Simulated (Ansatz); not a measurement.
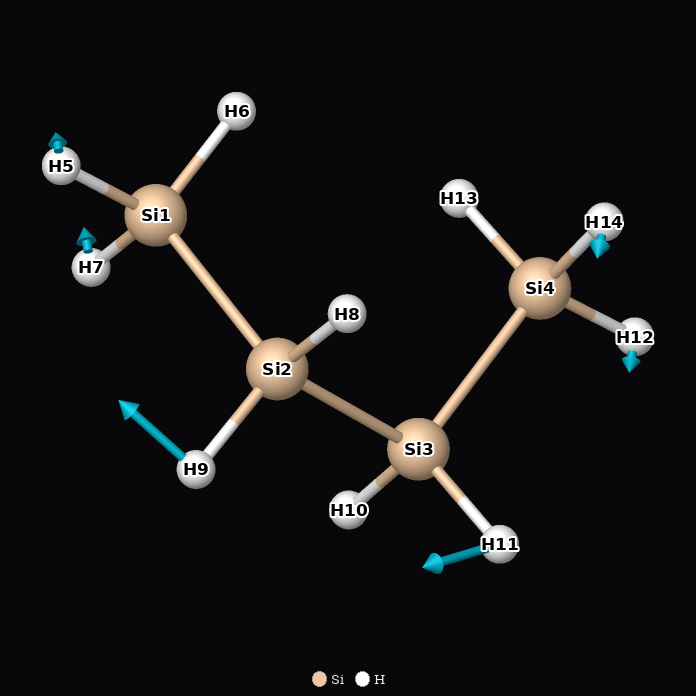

The arrows show one normal mode. Harmonic vibrations computed with RKS PBE0-D4/def2-TZVP (Ansatz 0.2.0) at a stationary point of the same level.

### Describe the motion.

Mostly H–Si–Si bending.

### Estimate its harmonic wavenumber.

693 cm⁻¹; it is mode 17 of 36 counted from the lowest.
